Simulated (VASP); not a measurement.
Energy against volume of TiC (rock salt). Computed with AM05 GGA, VASP's PBE PAW potentials (set 64) (plane waves; VASP).

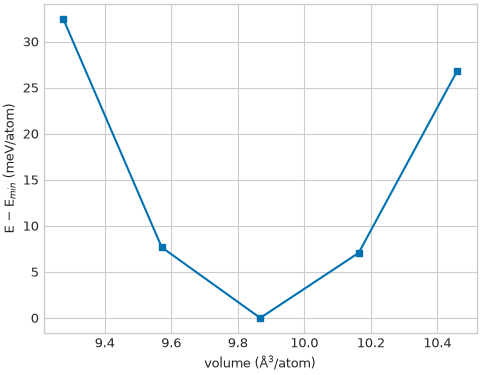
Figure: Energy against volume

Task: Estimate the equilibrium volume and the bulk modulus.

Result: The minimum lies near 9.9 Å³/atom, and the curvature gives B0 of about 270 GPa.

Measured: a 4.330 Å (computed value off by -0.9 %), as given by Guo-Xu Zhang et al., New Journal of Physics (2018), doi:10.1088/1367-2630/aac7f0. The calculation is for a static lattice, while the measured a holds thermal and zero-point effects, which are part of the difference.

The compound is TiC in the rock salt structure. It was relaxed first.
